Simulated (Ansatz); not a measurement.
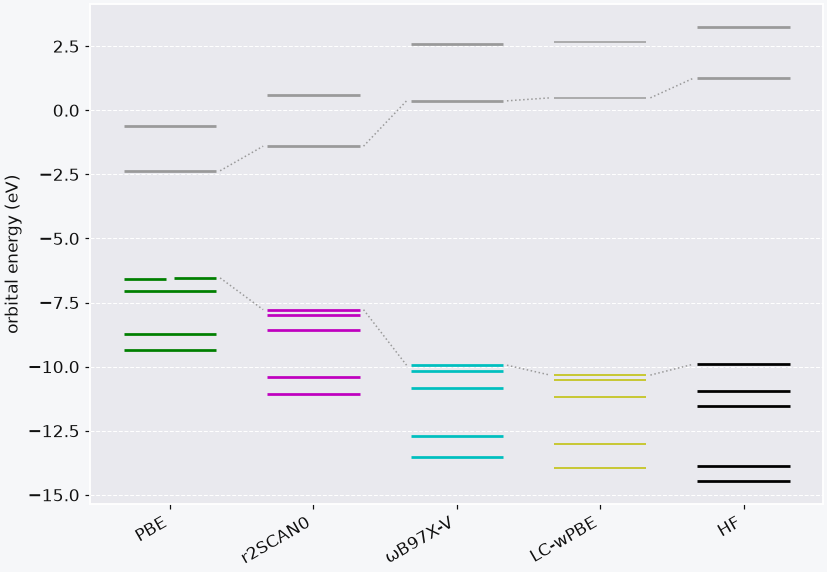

Frontier orbital energies of C₃H₇Al, SMILES C=[C](C)[AlH2], singlet at one geometry, def2-TZVPP, the Ansatz code, at a PBE0-D4/def2-TZVP geometry (a minimum by its frequencies). Empty levels are grey, levels within 0.1 eV stand side by side; all columns show the same few orbitals around the gap. Dotted lines join the HOMOs and the LUMOs.

> How do the frontier levels move from column to column?

The separation grows from 4.18 eV (PBE) to 11.15 eV (HF).

```tsv
level	HOMO (eV)	LUMO (eV)	separation (eV)
PBE	−6.54	−2.36	4.18
r2SCAN0	−7.78	−1.40	6.38
ωB97X-V	−9.94	0.37	10.31
LC-wPBE	−10.33	0.48	10.81
HF	−9.91	1.25	11.15
```

Caveats, for all or some of the runs: empty levels above zero depend strongly on the basis.
